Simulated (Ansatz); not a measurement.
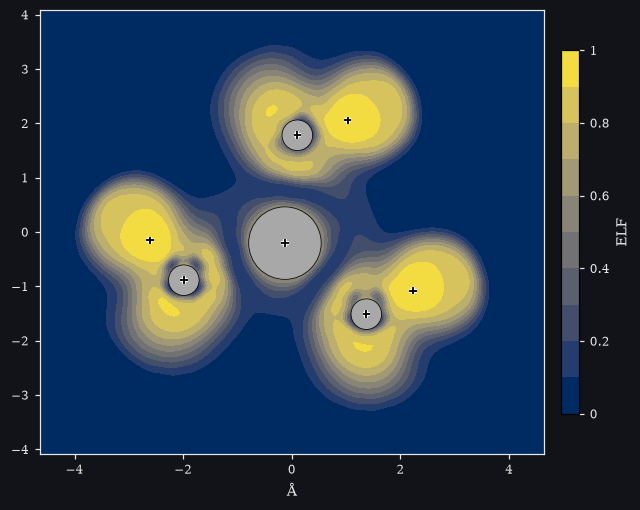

The electron localisation function on a plane through atoms (crosses mark nuclei in the plane; grey discs cover the cores).

Method: RKS PBE0-D4/def2-SVP in Ansatz 0.2.0.

Candidates:
A. ClGaH₂O···HF
B. H₃InO₃

**Which system is this?**

Candidate B: H₃InO₃ on the molecular plane, which holds In, O and H. In–O (1.98 Å): the ELF peaks at about 0.80 in the valence shell of O, 0.6 Å from its nucleus, and drops to about 0.15 between the two atoms. O–H (0.96 Å): the ELF climbs to about 1 towards the hydrogen, as it does in any bond to H (a covalent bond by its length).
